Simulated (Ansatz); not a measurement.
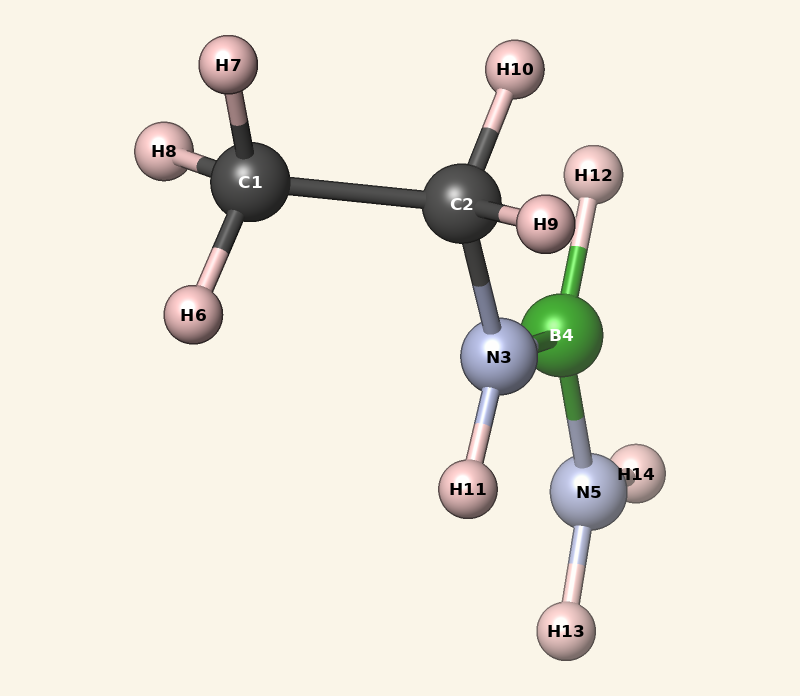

B4 lies behind N3. The molecule seen a little off the N3–B4 bond, N3 in front. Depth is shown by fading: the farther an atom, the more it takes the colour of the background. The computed structure is the end point of a PBE-D4/def2-SVP optimisation. No frequency run is at hand to confirm it as a minimum.

What is the torsion angle C2–N3–B4–N5? The sign is positive where the front bond must turn clockwise to cover the back bond.

−178°, antiperiplanar (anti).
